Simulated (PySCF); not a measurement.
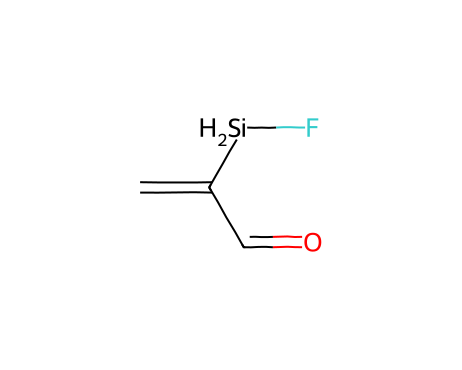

Skeletal drawing of a molecule.

**Give its SMILES.**

C=C(C=O)[SiH2]F

**What is the molecular formula?**

C3H5FOSi.

**An optimisation with GFN2-xTB gave a structure of which point group?**

Cs. Other conformers may differ.

More results for the same structure follow; atom numbers are the same in all pictures, views and colours differ. Computed geometry: GFN2-xTB optimisation. No frequency run is at hand to confirm it as a minimum.

Excitation

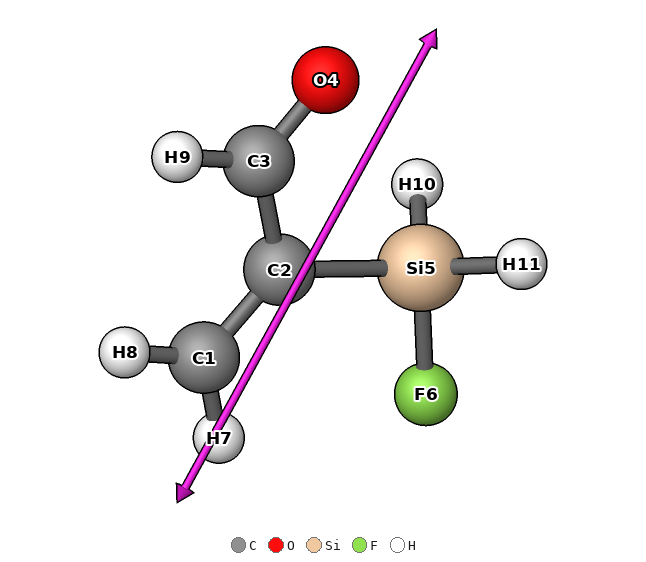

The double arrow shows the direction of the transition dipole to excited singlet state 3 (its length means nothing). No frequency run is at hand to confirm it as a minimum. Properties computed with TDDFT CAM-B3LYP/def2-SVPD, vertical, gas phase, core orbitals frozen in the response (PySCF 2.14.0).

**Where does the transition lie, and how strong is it?**

6.29 eV (197 nm), oscillator strength 0.36, mainly HOMO−1 → LUMO (weight 0.95); transition dipole 3.87 D.

Core levels

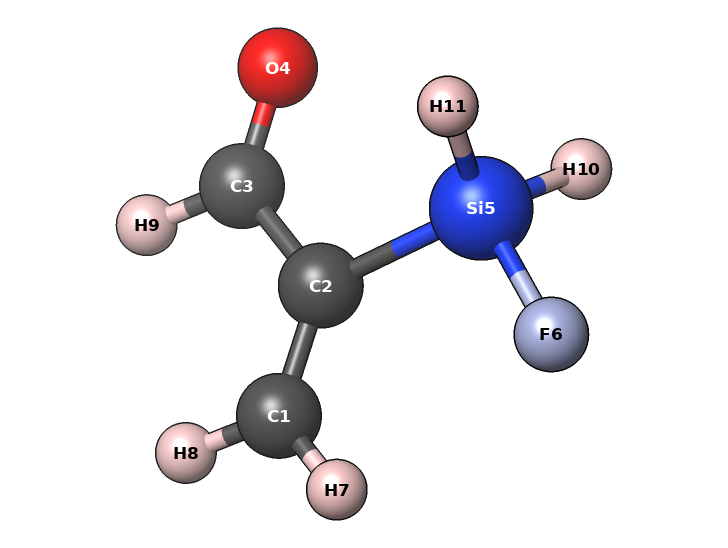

No frequency run is at hand to confirm it as a minimum. Properties computed with delta-SCF UKS SCAN, pcX-2 on the ionised atom, pcseg-1 elsewhere, spin-free X2C (PySCF 2.14.0).

Give the core-electron binding energies (to vacuum; p and d levels without spin–orbit splitting) of C1 1s, C2 1s, C3 1s, O4 1s, Si5 1s, Si5 2p, F6 1s.

| atom | level | binding energy (eV) |
| --- | --- | --- |
| C1 | 1s | 291.3 |
| C2 | 1s | 290.9 |
| C3 | 1s | 293.6 |
| O4 | 1s | 538.1 |
| Si5 | 1s | 1847.9 |
| Si5 | 2p | 108.2 |
| F6 | 1s | 692.3 |

Polarisability

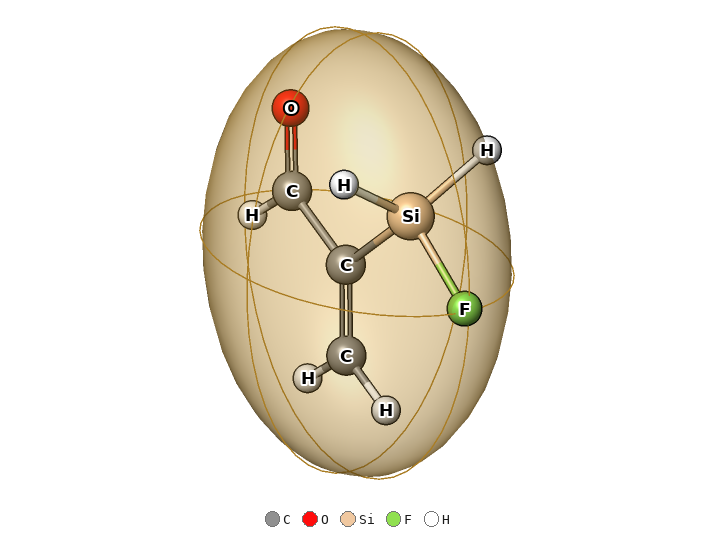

The ellipsoid shows the static dipole polarisability: its half-axes are proportional to the principal values. No frequency run is at hand to confirm it as a minimum. Method: CAM-B3LYP/def2-SVPD (PySCF 2.14.0).

**Give the principal values, the mean and the anisotropy.**

Principal values 46.9, 64.8, 80.5 bohr³; mean 64.1 bohr³ (9.50 Å³); anisotropy 29.1 bohr³, so the longest axis is 1.71 times the shortest.

The geometry is semi-empirical. Around Si such bond lengths and angles can be off by a tenth of an ångström or more and by several degrees, and values that hang on the shape move with them.
